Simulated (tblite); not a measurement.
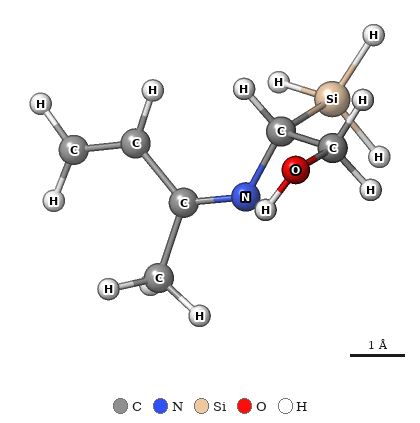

Fig. 1: The structure (ball-and-stick view, seen at a tilt).

Frequency calculation of C6H13NOSi

C6H13NOSi, computed with GFN2-xTB harmonic vibrations, gas phase (tblite 0.8.0).

It belongs to a series of runs on one base structure; here: H on C replaced by CH2OH.

The program's output:
```
mode    cm-1     km/mol
  1      33.5      0.75
  2      63.2      0.93
  3      84.7      1.89
  4     107.5      0.33
  5     111.9      1.49
  6     145.5      0.14
  7     189.0      0.54
  8     199.3      0.71
  9     279.8      1.45
 10     301.5      9.49
 11     343.0     14.74
 12     376.5     13.97
 13     416.1     44.73
 14     431.4     55.96
 15     452.0     58.72
 16     545.6     52.56
 17     548.7     46.70
 18     594.3     13.46
 19     679.6      4.38
 20     751.4     71.16
 21     761.9    141.95
 22     777.8    185.64
 23     785.5    378.64
 24     811.2     28.38
 25     898.0      7.46
 26     905.5     10.48
 27     989.0     15.22
 28    1005.6     19.80
 29    1011.6      4.89
 30    1032.1     20.96
 31    1042.3      3.24
 32    1075.0    126.85
 33    1102.5     76.06
 34    1156.8     17.36
 35    1183.8     32.72
 36    1255.9     42.91
 37    1272.2     14.56
 38    1306.8      8.80
 39    1332.4     47.77
 40    1357.5     52.00
 41    1382.3     14.71
 42    1410.7      2.51
 43    1467.8      0.93
 44    1473.0      5.62
 45    1477.1      4.57
 46    1651.9     11.49
 47    1675.2     15.50
 48    2258.8    227.12
 49    2269.3    339.67
 50    2298.0    258.49
 51    2831.7     56.92
 52    2885.2     78.16
 53    2984.1     40.22
 54    3013.7     21.14
 55    3021.3     18.45
 56    3061.5     11.60
 57    3062.5     32.33
 58    3100.7     20.83
 59    3128.8     34.85
 60    3520.2     14.96
```

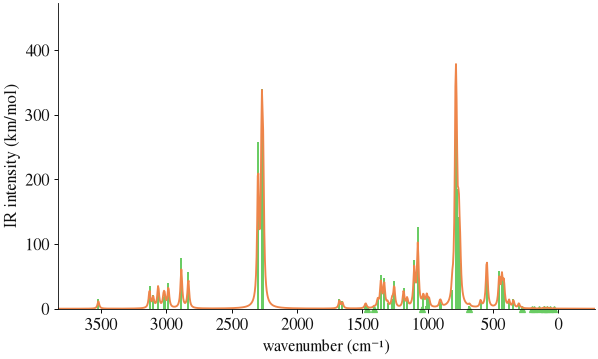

Fig. 2: Harmonic infrared spectrum, unscaled: sticks (degenerate modes added up, dark ones marked on the axis) with a Lorentzian envelope of 16 cm⁻¹ full width, scaled to the tallest stick. 60 modes from 34 to 3520 cm⁻¹, none imaginary. The strongest line is at 786 cm⁻¹ (379 km/mol).

The run was set up as follows.

Input:
```
{"job": {"kind": "ir", "xc": "GFN2-xTB", "basis": "xTB"}, "charge": 0, "multiplicity": 1}
C      2.344032     2.028144    -0.545105
C      1.188864     1.381870    -0.430307
C      1.040053    -0.069684    -0.324337
C      2.269464    -0.916601    -0.490110
N     -0.044362    -0.697005    -0.103879
C     -1.322829    -0.110723     0.111827
Si    -1.481881     0.277259     1.985349
C     -2.371017    -1.134075    -0.333372
O     -2.289127    -1.401923    -1.711212
H      3.294354     1.522497    -0.558950
H      2.380260     3.102612    -0.620489
H      0.270202     1.953596    -0.408122
H      2.731608    -0.734049    -1.458596
H      1.995369    -1.964688    -0.414275
H      2.993114    -0.681993     0.288371
H     -1.485076     0.811855    -0.466555
H     -1.218265    -0.942903     2.743277
H     -0.478225     1.294435     2.306687
H     -2.833462     0.778132     2.237719
H     -2.236767    -2.060543     0.241801
H     -3.378890    -0.751878    -0.159911
H     -1.377831    -1.664948    -1.890661
```

The first line tells a small driver script what to run in tblite; the rest is the geometry in Å.

Launched with:
```bash
OMP_NUM_THREADS=1 python <driver script> task.json out
```

Key numbers:

| quantity | value |
| --- | --- |
| outcome | converged |
| total energy | −765.6708 eV |
| zero-point energy | 108.2070 kcal/mol |
| hardware | 1 CPU thread, shared host |
| wall time | 0.87 s |
| peak memory | 0.18 GiB |
